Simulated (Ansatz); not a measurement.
Computed with PBE (plane waves to 420 eV, PAW; Ansatz, a program for electronic structure).

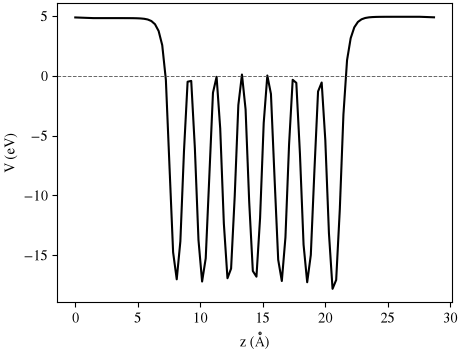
*Electrostatic potential energy of an electron, averaged over planes parallel to the surface, in eV from the Fermi level, for a constructed model of the (111) surface of fcc Cu, a pseudomorphic layer of Fe in the host's stacking (bottom of the slab: a bare face, its two planes held)*

Model: 7-atom slab, 12.8 Å thick at the start with caps and adatoms (thin: gaps and levels are the slab's own), 17x17x1 mesh, Fermi-Dirac 0.1 eV, dipole correction, 2 atoms held, the rest relaxed; symmetry of the start imposed; spin-polarised, ending with about 2.8 μB a cell; orders that need a larger cell were not tried, no spin-orbit, no U. In PBE it is, or lies within 0.01 eV a 1x1 cell of, the lowest of the 2 structures of its composition computed so far; subsurface sites and larger cells were not tried.

The vacuum level lies 4.93 eV above the Fermi level over the top face and 4.82 eV above it under the bottom face.
